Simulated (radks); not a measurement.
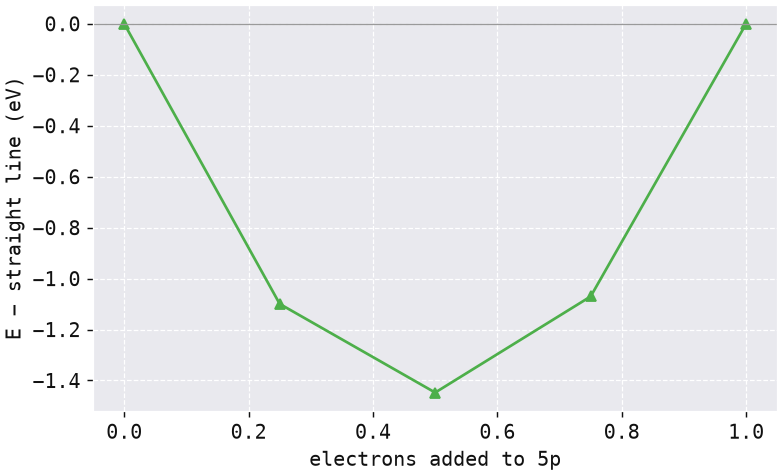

Method: Dirac Kohn-Sham, BLYP, spin-unpolarised, spherical densities, point nucleus; computed with the in-house radial solver radks. The occupation of the 5p shell is varied from Yb⁺ ([Kr] 4d10 4f14 5s2 5p5 6s2 (open shells shared over both j by 2j + 1)) to Yb ([Xe] 4f14 6s2), with spherical fractional occupations. The plot shows the total energy less the straight line between the end points.

Describe the curve.

The curve is convex (below the straight line), with the largest deviation among the points computed, −1.45 eV, at 0.5. The end points differ by 33.1 eV, the energy to take the electron out. Convexity is the mark of the delocalisation error, which puts fractional charges too low; for p, d and f shells the spherical spreading of the fraction adds to it. The shell lies under occupied ones, so the straight line is a guide here rather than an exact condition.
